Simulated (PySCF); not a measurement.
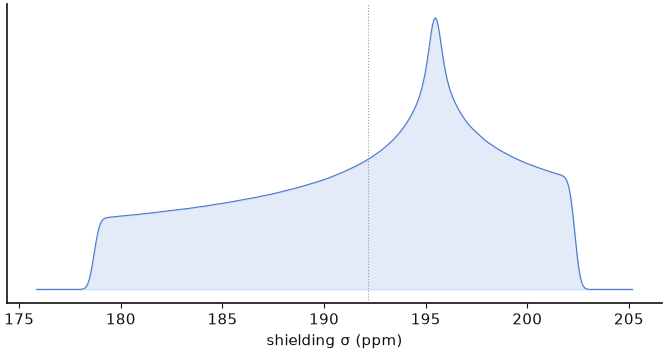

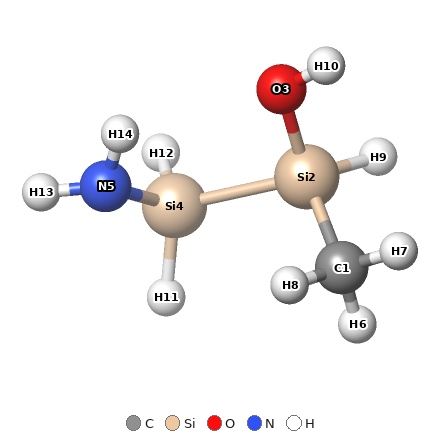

Static powder pattern (¹³C) from GIAO shielding tensors of CH₉NOSi₂, SMILES C[Si@H](O)[SiH2]N, PBE0/def2-SVP in PySCF, at a PBE0-D3(BJ)/def2-SVP geometry (no frequency check); absolute shielding, one fixed geometry of the isolated molecule without any motion, no dipolar terms. The dotted line is the isotropic value; skew is 3(σiso − σ22)/span.

**The pattern belongs to C1. Give the principal values, span and skew.**

C1: σ11, σ22, σ33 = 179, 195, 202 ppm, isotropic 192, span 24 ppm, skew −0.42.

Note: one conformer of a flexible molecule.
